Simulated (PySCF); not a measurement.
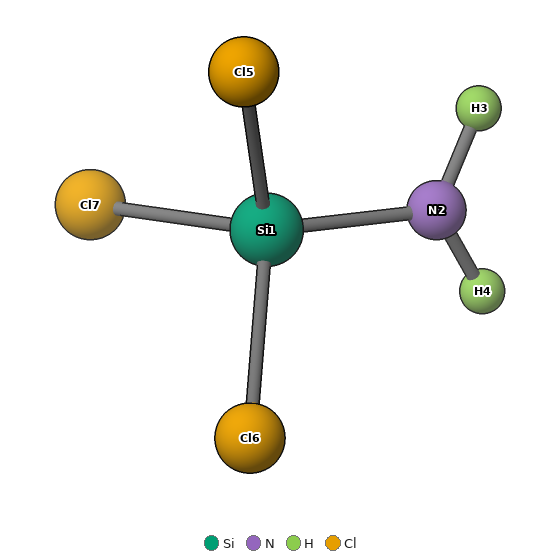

Geometry used (SiNH₂Cl₃ (Si(NH2)Cl3), SMILES N[Si](Cl)(Cl)Cl).

Kohn-Sham orbital energies near the frontier, B3LYP/def2-SVPD with PySCF, at a PBE0-D3(BJ)/def2-SVP geometry (no frequency check), isolated molecule; empty levels in grey, levels within 0.03 eV side by side.

Q: Where do the frontier orbitals lie?

A: HOMO at −8.20 eV, LUMO at −0.66 eV, 7.54 eV apart.

Q: On which atoms do HOMO and LUMO mostly sit?

A: HOMO: N2 59 %, Cl7 17 %, Cl6 5 %. LUMO: Si1 26 %, Cl6/Cl7/Cl5 19 % each (Löwdin shares).

Q: List the levels with the atoms that carry most of them (a dash for levels above zero or within 0.03 eV of another, where shares mean little).

A:
| orbital | energy (eV) | Löwdin shares |
| --- | --- | --- |
| LUMO+1 | 0.08 | – |
| LUMO | −0.66 | Si1 26 %, Cl6/Cl7/Cl5 19 % each |
| HOMO | −8.20 | N2 59 %, Cl7 17 %, Cl6 5 % |
| HOMO−1 | −8.90 | Cl7 44 %, Cl6/Cl5 28 % each |
| HOMO−2 | −9.33 | Cl5/Cl6 46 % each, Cl7 5 % |

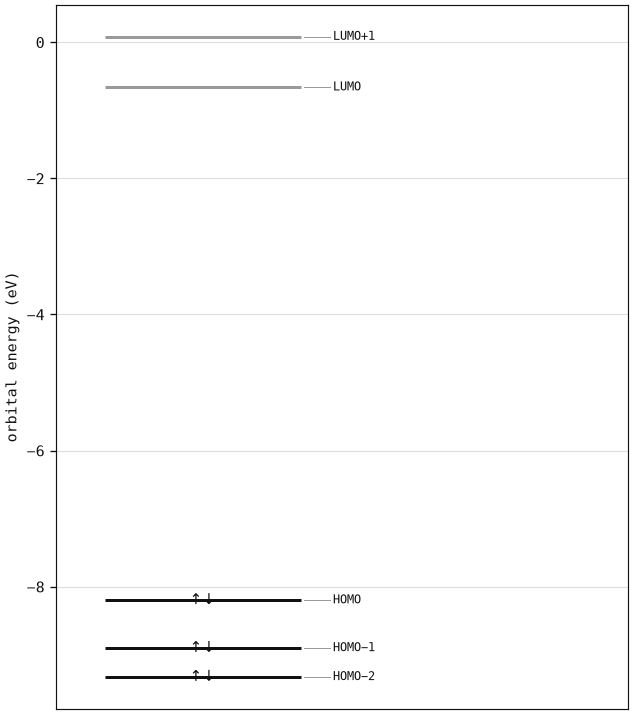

Note: empty levels above zero depend strongly on the basis.
